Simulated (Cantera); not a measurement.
A closed system holds: 1 mol SiO₂, 2.3 mol CH₄, 0.59 mol CO, equilibrated at 100 Torr.

Cantera equilibrium calculation (NASA polynomials, part measured and part estimated; ideal gas, pure solids and liquids). Candidate condensed phases: C, C₆H₆, C₇H₈, C₈H₁₈, H₂O, Si, SiC, SiO₂; 123 gas species. Mutual solubility and eutectic melting of coexisting phases are not modelled. The tables hold silica as quartz up to 1696 K and as liquid above; real silica turns to tridymite and cristobalite and melts near 1996 K. Gases not in the tables: Si₂H₆ and higher silanes. The numbers say what is thermodynamically allowed, not how fast it happens.

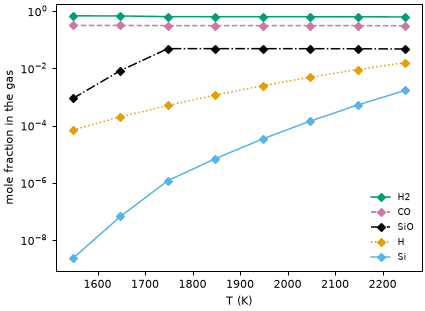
Equilibrium gas composition (values under 1e-9 drawn at 1e-9)

From 1548 K to 1648 K the condensed part is SiC(s) + SiO₂(β-quartz). From 1748 K to 2248 K the condensed part is SiC(s). The main Si-bearing gas is SiO throughout. The share of Si in condensed phases is highest at 1548 K (99.4 %) and lowest at 2248 K (64.0 %).
